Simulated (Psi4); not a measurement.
Two rigid molecules brought together: HCl ··· HCl (SMILES Cl and Cl). Monomers: optimised at B3LYP-D3(BJ) (def2-TZVP), held rigid. Orientation: a random orientation, not optimised. The monomers approach along the line of their centres of mass (distance R); nothing else relaxes.

Geometry at R = 3.81 Å (first 2 atoms: monomer A):
```
4

Cl     0.6410     0.0000     0.0000
H     -0.6410     0.0000     0.0000
Cl     2.2638    -2.7727    -2.0441
H      2.5682    -2.6471    -0.8051
```

Computed with: SAPT0/jun-cc-pVDZ, frozen core (Psi4); PBE/def2-TZVP, counterpoise-corrected (Psi4); wB97X-D/def2-TZVP, counterpoise-corrected (Psi4); MP2/aug-cc-pVTZ = DF-MP2/aug-cc-pVTZ, frozen core, counterpoise-corrected (Psi4 1.11); CCSD(T)/aug-cc-pVDZ = DF-CCSD(T)/aug-cc-pVDZ, frozen core, counterpoise-corrected run with Psi4.

Cost and agreement with CCSD(T)/aug-cc-pVDZ over the 12 points of the scan, with CCSD(T)/aug-cc-pVDZ as yardstick. Costs are rough ratios of core time within Psi4 on shared cores, each with its mean field (Kohn-Sham runs search longer for lower solutions than correlated ones do); the miss is the largest difference from CCSD(T) of the interaction energy, in kJ/mol.

Question: Which is the cheapest of these levels that stays within 1.8 kJ/mol of CCSD(T)/aug-cc-pVDZ?

Answer: SAPT0/jun-cc-pVDZ.

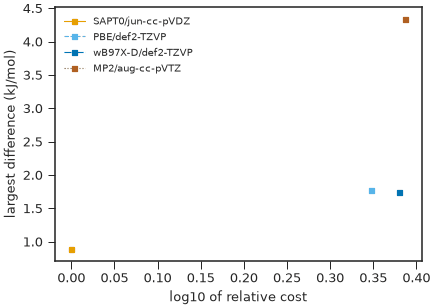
Miss against cost, one point a level.

| level | relative cost | largest difference |
|---|---|---|
| SAPT0/jun-cc-pVDZ | 1 | 0.89 |
| PBE/def2-TZVP | 2 | 1.78 |
| wB97X-D/def2-TZVP | 2 | 1.74 |
| MP2/aug-cc-pVTZ | 2 | 4.35 |

Costs within a factor of two of each other count as equal.
